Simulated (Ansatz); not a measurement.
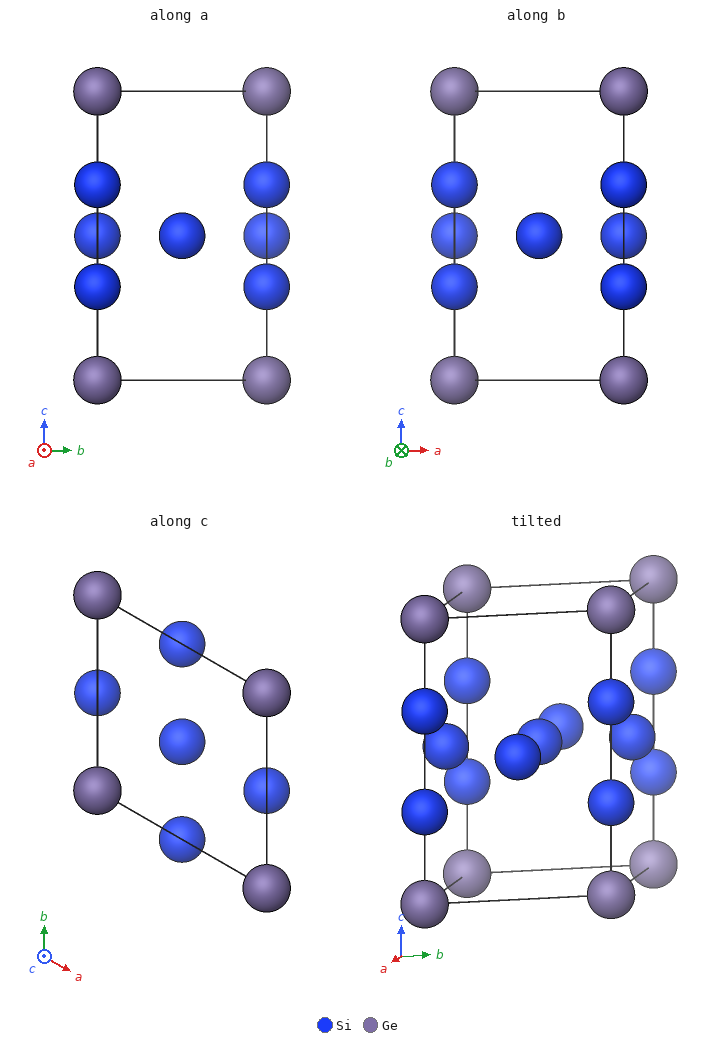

Structure drawing (spheres-only), viewed along the a axis, along the b axis, along the c axis and slightly off an axis. One conventional unit cell is framed, with atoms on its boundary repeated.

Lattice parameters: a = 4.866 Å, b = 4.866 Å, c = 7.192 Å, α = 90.00°, β = 90.00°, γ = 120.00°. Put a along x and b in the xy plane.

### From the views, write a POSCAR file, with free fractional coordinates to two decimals.

```
Si Ge
1.0
     4.866    0.000    0.000
    -2.433    4.214    0.000
     0.000    0.000    7.192
Si Ge
5 1
Direct
  0.50 0.00 0.50
  0.00 0.50 0.50
  0.50 0.50 0.50
  0.00 0.00 0.32
  0.00 0.00 0.68
  0.00 0.00 0.00
```

The initial geometry was a random cell made by a generator, so it need not be a real form of the compound. It is drawn as it came out of a relaxation with Ansatz 0.2.0, DFT PBE, scalar-relativistic, plane waves, PAW.
